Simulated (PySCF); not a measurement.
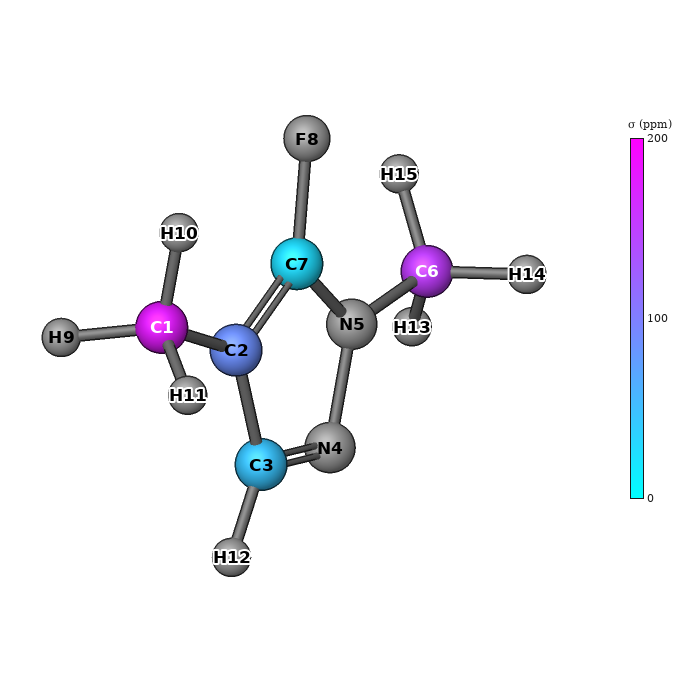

Atoms are coloured by their isotropic NMR shieldings (C only, the others grey). The computed structure is the end point of a GFN2-xTB optimisation. No frequency run is at hand to confirm it as a minimum. Method: GIAO PBE0/pcSseg-1 NMR shielding, non-relativistic, gas phase (PySCF 2.14.0).

### Which C atom is the most shielded (lowest chemical shift)?

C1 (178.5 ppm).

### Which C atom is the least shielded (highest chemical shift)?

C7 (26.2 ppm).

### How wide is the range of C shifts?

152.3 ppm.

Give the isotropic NMR shieldings of the C atoms atom by atom.

| atom | σ (ppm) |
| --- | --- |
| C1 | 178.5 |
| C2 | 86.4 |
| C3 | 45.6 |
| C6 | 152.0 |
| C7 | 26.2 |
